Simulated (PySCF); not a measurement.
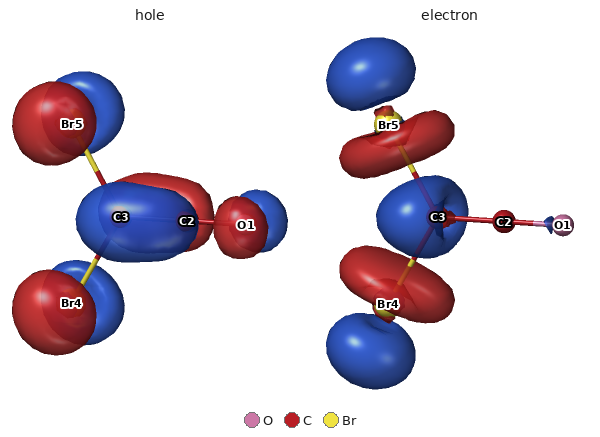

Figure 1: C2Br2O, SMILES `O=C=C(Br)Br`. Leading natural transition orbital pair of S₂ (TDA singlet states); the surfaces enclose about 70 % of each orbital's density.

Level of theory: CAM-B3LYP/def2-SVP (PySCF), at a geometry from GFN2-xTB. No frequency check shows the geometry to be a minimum. GFN2-xTB bond lengths at metals and heavier atoms can be off by up to 0.1 Å and shapes distorted, which carries into these values. Without diffuse functions Rydberg states are missing, so the states' numbers hold for this basis only.

Input script:

```python
import numpy as np
from pyscf import gto, scf, dft, tdscf
from pyscf.scf import atom_ks, atom_hf
from scipy.linalg import block_diag

def solve(mol, dm0=None, hcore=None):
    mf = (dft.UKS if mol.spin else dft.RKS)(mol, xc='camb3lyp')
    mf.grids.level = 3
    mf = mf.density_fit(auxbasis='def2-universal-jkfit')
    mf.conv_tol, mf.max_cycle = 1e-8, 80
    if hcore is not None:
        mf.get_hcore = lambda *args: hcore
    mf.kernel(dm0)
    if not mf.converged:
        mf = mf.newton().run(mf.mo_coeff, mf.mo_occ, max_cycle=30)
    assert mf.converged, 'SCF not converged'
    return mf

mol = gto.M(atom='''
O     -0.00378     2.90392     0.00000
C     -0.00147     1.74669     0.00000
C      0.00016     0.44667     0.00000
Br     1.64014    -0.51881     0.00000
Br    -1.63906    -0.52095     0.00000
''', basis='def2-svp', charge=0, spin=0, verbose=4)
mf = solve(mol)
td = mf.TDA()
td.nstates, td.singlet, td.conv_tol = 4, True, 1e-5
td.kernel()
td.analyze()
x, y = np.array([p[0] for p in td.xy]), np.array([p[1] + 0 * p[0] for p in td.xy])
f, mu = td.oscillator_strength(), td.transition_dipole()
nto = [td.get_nto(state=i + 1, verbose=4) for i in range(len(td.e))]
# spherically averaged free atoms, for the promolecule
atm = atom_ks.get_atm_nrks(mol, xc='camb3lyp')
pro = block_diag(*[(atm[a[0]][2] * atm[a[0]][3]) @ atm[a[0]][2].T for a in mol._atom])
np.savez('result.npz', e=td.e, f=f, ok=td.converged, w=[n[0] for n in nto], nto=[n[1] for n in nto], x=x, y=y, c=mf.mo_coeff, occ=mf.mo_occ, eps=mf.mo_energy, pro=pro, mu=mu)
```

Run with:

```sh
OMP_NUM_THREADS=1 python input.py
```

The run took 84 s on 1 thread of Intel(R) Xeon(R) Platinum 8375C CPU @ 2.90GHz (Ice Lake), with other jobs on the host, peak memory 0.59 GiB.

Give its energy and the atoms that hole and electron lie on.

Answer. 4.62 eV (268 nm), f = 0.002; the leading pair carries 93 %; hole on Br4 and Br5 (26 % each), C3 (23 %) and C2 (14 %), electron on Br4 and Br5 (32 % each) and C3 (28 %); their centroids lie 0.6 Å apart. In canonical orbitals it is mainly HOMO → LUMO+1 (92 %). The HOMO–LUMO gap is 6.68 eV.
